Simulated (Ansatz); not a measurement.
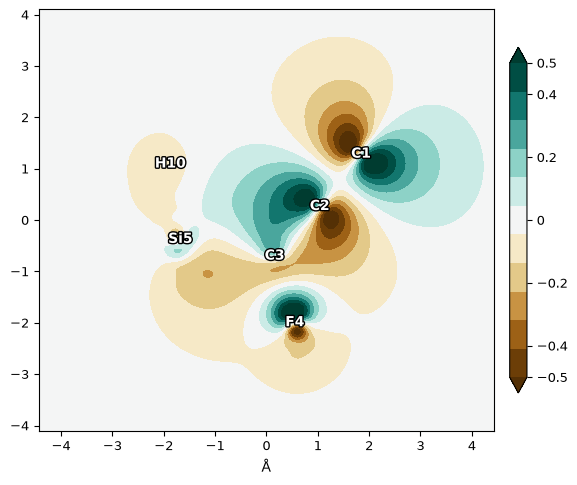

C$_{3}$H$_{4}$F$_{2}$Si. One frontier orbital on the plane of atoms C2, C3 and Si5 (values in Å⁻³ᐟ²; the overall sign is arbitrary).

Geometry: PBE0-D4/def2-TZVP.

Method: RKS PBE0-D4/def2-TZVPP in Ansatz 0.2.0.

```xyz
10

C    -1.1958   -1.6586    0.8239
C    -0.1679   -0.9345    0.4993
C     0.8075   -0.1449    0.1400
F     2.0962   -0.4720    0.4123
Si    0.5047    1.4345   -0.7961
F     0.9062    2.6943    0.1010
H    -1.5840   -2.4193    0.1534
H    -1.6920   -1.5331    1.7816
H     1.3485    1.4782   -2.0121
H    -0.9404    1.5042   -1.1005
```

> Which orbital is it: HOMO or LUMO?

The LUMO, at −1.05 eV. It lies mainly on C1 (about 30 %), C2 (about 25 %), C3 (about 15 %), Si5 (about 10 %) and F4 (about 10 %).
